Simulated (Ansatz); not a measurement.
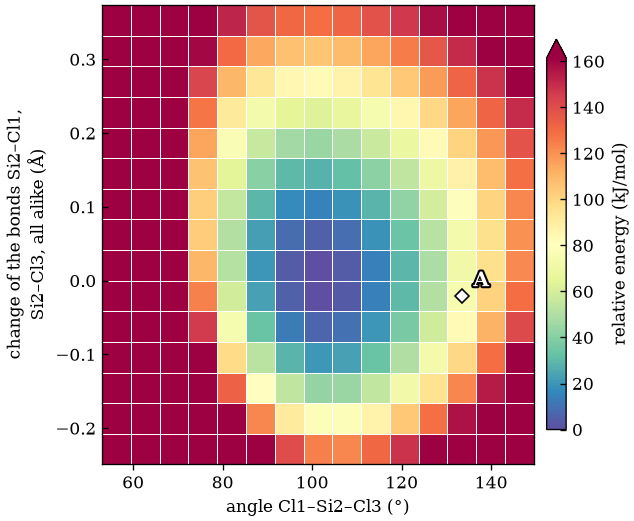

Cl2Si, SMILES Cl[Si]Cl. First axis: angle Cl1–Si2–Cl3. Second axis: change of the bonds Si2–Cl1, Si2–Cl3, all alike. Nothing is relaxed (all other coordinates rigid). The grid has 15 × 15 points. Points are written as (first, second). All energies are given in kJ/mol relative to the lowest grid point. Energies and slopes of some neighbouring points disagree (a jump in structure or state, or too coarse a mesh). These are results of RKS BHLYP-D4/def2-TZVP in Ansatz, not measurements.

The picture shows one coloured cell a grid point, one colour for all values above the top of the scale, the point A.

Question: Which way does the force act at A, and how strong is it?

Answer: A, at (133.4°, −0.021 Å), is not a stationary point. The computed force is 3.9 kJ/mol for each degree towards smaller values of angle Cl1–Si2–Cl3 and 141 kJ/mol for each Å towards larger values of the second coordinate.
